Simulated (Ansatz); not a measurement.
**Cl₂H₆Si₂Sn: basis-set convergence**

Aim: see how fast density functionals converge with the basis set for Cl₂H₆Si₂Sn.

Computed with Ansatz 0.2.0, Gaussian basis. Level: one geometry, several basis sets.

Levels to be run: PBE0-D4/def2-SVP; ωB97M-V/def2-SVP; PBE0-D4/def2-QZVPP; ωB97M-V/def2-QZVPP; the functionals' def2-TZVPP values are taken from earlier runs.

### Step 1. The relaxed structure

An earlier PBE0-D4 in a triple-zeta def2 set relaxation fixed the geometry. Sn takes the def2 core potential; no spin-orbit term is included.

11 atoms, charge 0, spin multiplicity 1.

Atoms are counted from 1 here; the program's logs count them from 0.

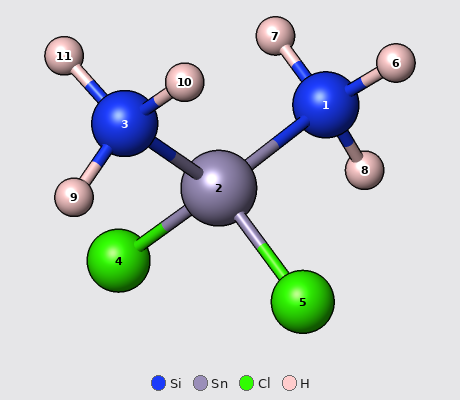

The structure; silicon blue, tin purple, chlorine green, hydrogen pink; atoms are numbered from 1 in the order of the file.

### Step 2. PBE0-D4 in def2-SVP

The input, in.yaml:

```yaml
crystal:
  periodic: [false, false, false]
  atoms:
    - {symbol: Si, position_ang: [-2.271073, 0.410431, 0.400362]}
    - {symbol: Sn, position_ang: [0.114493, 0.373414, -0.550202]}
    - {symbol: Si, position_ang: [2.136688, -0.930963, 0.347124]}
    - {symbol: Cl, position_ang: [-0.109499, -0.274421, -2.793233]}
    - {symbol: Cl, position_ang: [0.795793, 2.616209, -0.632403]}
    - {symbol: H, position_ang: [-2.218934, 0.919253, 1.793852]}
    - {symbol: H, position_ang: [-2.811022, -0.972161, 0.382213]}
    - {symbol: H, position_ang: [-3.084117, 1.305016, -0.457258]}
    - {symbol: H, position_ang: [3.292505, -0.630297, -0.530670]}
    - {symbol: H, position_ang: [2.404010, -0.493303, 1.740123]}
    - {symbol: H, position_ang: [1.816556, -2.380176, 0.320492]}
basis:
  gaussian: {orbitals: def2-SVP}
hamiltonian: {xc: pbe0, dispersion: d4}
output: {orbitals: {seedname: orbitals}}
```

On the command line:

```
> ansatz run in.yaml --threads 4 --pin off --events-out ev --progress --plain --max-ram 11315MiB
```

The log of the run:

```text
Functional definition: PBE0
  name "PBE0"
  cite "Adamo & Barone, J. Chem. Phys. 110, 6158 (1999) doi:10.1063/1.478522"
  cite "Perdew, Burke & Ernzerhof, Phys. Rev. Lett. 77, 3865 (1996) doi:10.1103/PhysRevLett.77.3865"
  parent pbe
  parameter a = 0.25
  parameter kappa = 0.804
  parameter beta = 0.06672455060314922
  exchange = (1 - a)*pbe_x(kappa = kappa, mu = beta*pi^2/3) + a*exact_x
  correlation = pbe_c(beta = beta)
1300 factors; integrals over basis functions are off by at most 1.2e-3 eV
mean field evaluation 1: about -46703.4933 eV, gradient 1.9e1 eV
mean field evaluation 2: about -46703.0484 eV, gradient 2.4e1 eV
mean field evaluation 4: about -46704.6171 eV, gradient 5.0e-1 eV
mean field evaluation 8: about -46704.6911 eV, gradient 5.8e-2 eV
mean field -46704.69108505 eV, -1716.3657397988 hartree, gradient 5.8e-5 eV, S^2 0.000000; 0 other end points of the search recorded, 0 dependent functions left out
reference -46704.69111729 eV, -1716.3657409838 hartree; 45, 45 occupied and 83, 83 virtual orbitals, 1300 factors
Total energy: -46705.00560143 eV, -1716.3772980626 hartree
```

Wall time 2.4 s (4 threads of Arm Neoverse V1, shared host).

### Step 3. ωB97M-V in def2-SVP

Changes to in.yaml since step 2:

```diff
@@ -16,3 +16,3 @@
   gaussian: {orbitals: def2-SVP}
-hamiltonian: {xc: pbe0, dispersion: d4}
+hamiltonian: {xc: {name: wB97M-V}}
 output: {orbitals: {seedname: orbitals}}
```

The command is unchanged.

The log of the run, cut to the lines that bear on the results:

```text
Functional definition: wB97M-V
  name "wB97M-V"
  cite "Mardirossian & Head-Gordon, J. Chem. Phys. 144, 214110 (2016) doi:10.1063/1.4952647"
  cite "Becke, J. Chem. Phys. 107, 8554 (1997) doi:10.1063/1.475007"
  cite "Vydrov & Van Voorhis, J. Chem. Phys. 133, 244103 (2010) doi:10.1063/1.3521275"
  # Of w^i u^j: cxij and so on, Table III.
[...]
  gx(w, u) = 1 - cx + cx01*u + cx10*w
  gss(w, u) = css00 + css04*u^4 + css10*w + css20*w^2 + css43*w^4*u^3
  gos(w, u) = cos00 + cos10*w + (cos20 + cos21*u)*w^2 + (cos60 + cos61*u)*w^6
[...]
      + integral(e_c_pw_mod_opposite_spin*gos(b97_w_opposite, b97_u_opposite)) + vv10(b, c)
1300 factors; integrals over basis functions are off by at most 1.2e-3 eV
409 factors; integrals over basis functions are off by at most 5.0e-6 eV
[...]
mean field -46715.32976808 eV, -1716.7567041892 hartree, gradient 8.6e-5 eV, S^2 0.000000; 0 other end points of the search recorded, 0 dependent functions left out
reference -46715.32982041 eV, -1716.7567061121 hartree; 45, 45 occupied and 83, 83 virtual orbitals, 1300 factors
Total energy: -46715.32982041 eV, -1716.7567061121 hartree
```

Wall time 10 s (4 threads of Arm Neoverse V1, shared host).

### Step 4. PBE0-D4 in def2-QZVPP

Changes to in.yaml since step 3:

```diff
@@ -15,4 +15,4 @@
 basis:
-  gaussian: {orbitals: def2-SVP}
-hamiltonian: {xc: {name: wB97M-V}}
+  gaussian: {orbitals: "def2-QZVPP.json"}
+hamiltonian: {xc: pbe0, dispersion: d4}
 output: {orbitals: {seedname: orbitals}}
```

Launched as before.

The log of the run:

```text
Functional definition: PBE0
  name "PBE0"
  cite "Adamo & Barone, J. Chem. Phys. 110, 6158 (1999) doi:10.1063/1.478522"
  cite "Perdew, Burke & Ernzerhof, Phys. Rev. Lett. 77, 3865 (1996) doi:10.1103/PhysRevLett.77.3865"
  parent pbe
  parameter a = 0.25
  parameter kappa = 0.804
  parameter beta = 0.06672455060314922
  exchange = (1 - a)*pbe_x(kappa = kappa, mu = beta*pi^2/3) + a*exact_x
  correlation = pbe_c(beta = beta)
2331 factors; their error is unknown
mean field evaluation 1: about -46718.9372 eV, gradient 2.3e1 eV
mean field evaluation 2: about -46718.9934 eV, gradient 2.6e1 eV
mean field evaluation 4: about -46720.3640 eV, gradient 1.4e0 eV
mean field evaluation 8: about -46720.4691 eV, gradient 2.6e-1 eV
mean field evaluation 16: about -46720.4691 eV, gradient 2.0e-5 eV
mean field -46720.46912296 eV, -1716.9455719974 hartree, gradient 2.0e-5 eV, S^2 0.000000; 0 other end points of the search recorded, 0 dependent functions left out
reference -46720.46917491 eV, -1716.9455739067 hartree; 45, 45 occupied and 497, 497 virtual orbitals, 2331 factors
Total energy: -46720.78365905 eV, -1716.9571309855 hartree
```

It took 23 s on 4 threads of Arm Neoverse V1, shared host; peak memory 3.2 GiB.

### Step 5. ωB97M-V in def2-QZVPP

Changes to in.yaml since step 4:

```diff
@@ -16,3 +16,3 @@
   gaussian: {orbitals: "def2-QZVPP.json"}
-hamiltonian: {xc: pbe0, dispersion: d4}
+hamiltonian: {xc: {name: wB97M-V}}
 output: {orbitals: {seedname: orbitals}}
```

The command is unchanged.

The log of the run, cut to the lines that bear on the results:

```text
Functional definition: wB97M-V
  name "wB97M-V"
  cite "Mardirossian & Head-Gordon, J. Chem. Phys. 144, 214110 (2016) doi:10.1063/1.4952647"
  cite "Becke, J. Chem. Phys. 107, 8554 (1997) doi:10.1063/1.475007"
  cite "Vydrov & Van Voorhis, J. Chem. Phys. 133, 244103 (2010) doi:10.1063/1.3521275"
  # Of w^i u^j: cxij and so on, Table III.
[...]
  gx(w, u) = 1 - cx + cx01*u + cx10*w
  gss(w, u) = css00 + css04*u^4 + css10*w + css20*w^2 + css43*w^4*u^3
  gos(w, u) = cos00 + cos10*w + (cos20 + cos21*u)*w^2 + (cos60 + cos61*u)*w^6
[...]
      + integral(e_c_pw_mod_opposite_spin*gos(b97_w_opposite, b97_u_opposite)) + vv10(b, c)
2242 factors; their error is unknown
450 factors; integrals over basis functions are off by at most 3.0e-5 eV
[...]
mean field -46731.05610089 eV, -1717.3346362604 hartree, gradient 6.6e-5 eV, S^2 0.000000; 0 other end points of the search recorded, 0 dependent functions left out
reference -46731.05618492 eV, -1717.3346393484 hartree; 45, 45 occupied and 497, 497 virtual orbitals, 2242 factors
Total energy: -46731.05618492 eV, -1717.3346393484 hartree
```

Wall time 50 s (4 threads of Arm Neoverse V1, shared host); peak memory 3.2 GiB.

### Step 6. Density functionals: the series

The def2-TZVPP values come from earlier runs at the same geometry.

```
functional       basis  functions  energy (eV)  from the largest (eV)  HOMO (eV)  LUMO (eV)
   PBE0-D4    def2-SVP        128  -46705.0056                 15.778      -7.70      -1.24
   PBE0-D4  def2-TZVPP        302  -46719.4597                  1.324      -7.77      -1.44
   PBE0-D4  def2-QZVPP        542  -46720.7837                  0.000      -7.78      -1.49
   ωB97M-V    def2-SVP        128  -46715.3298                 15.726      -9.59       0.70
   ωB97M-V  def2-TZVPP        302  -46729.8012                  1.255      -9.69       0.38
   ωB97M-V  def2-QZVPP        542  -46731.0562                  0.000      -9.71       0.21
```

### Step 7. Summary of results

| quantity | value |
| --- | --- |
| PBE0-D4: double and triple zeta above quadruple | 15.78, 1.32 eV |
| ωB97M-V: double and triple zeta above quadruple | 15.73, 1.25 eV |

**Reading.** For PBE0-D4 the step from double to triple zeta gains 14.45 eV and the next only 1.32 eV. These are total energies; as a rule much of such shifts cancels in differences, which this series doesn't test.

For PBE0-D4 the largest set took about 10 times as long as the smallest (23 s against 2.4 s).
